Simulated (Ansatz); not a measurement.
The starting structures come from a database of crystals and need not be the phases stable at ambient conditions.

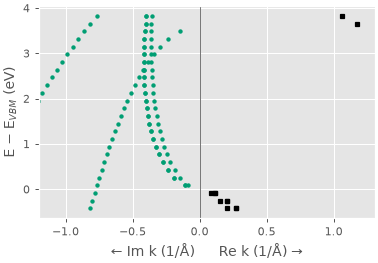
Complex bands at the centre of the two-dimensional zone; r2SCAN run with Ansatz (a program for electronic structure)

The gap is the functional's own. No spin-orbit coupling. Mid-gap values are those at the computed energy nearest the middle.

Task: This is BeS (F-43m, zinc blende, 2 atoms a cell, 14.4 Å³ an atom) along the normal of (001). Read off the slowest decay at the centre of the two-dimensional zone at 1.78 eV, the computed energy nearest the middle of the gap.

Result: κ ≈ 0.33 1/Å, a decay length 1/(2κ) of the density of 1.5 Å.
